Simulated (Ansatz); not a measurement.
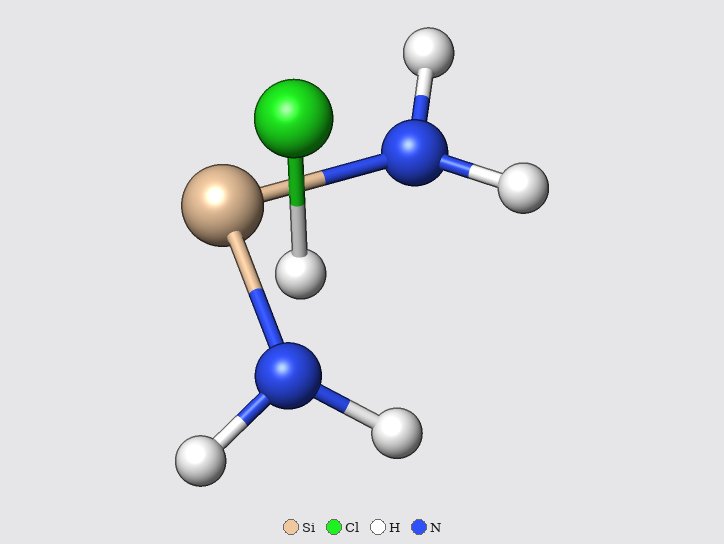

Sticks follow a distance rule. Harmonic vibrations computed with RKS PBE0-D4/def2-TZVP (Ansatz 0.2.0) at a stationary point of the same level.

Q: How many imaginary frequencies does it have?

A: A first-order saddle point: one imaginary frequency, 620i cm⁻¹.

Q: List the wavenumbers.

A: 21 modes: 620i, 93, 127, 292, 378, 452, 508, 548, 710, 719, 758, 857, 921, 1267, 1288, 1575, 1600, 3525, 3573, 3626, 3677 cm⁻¹.
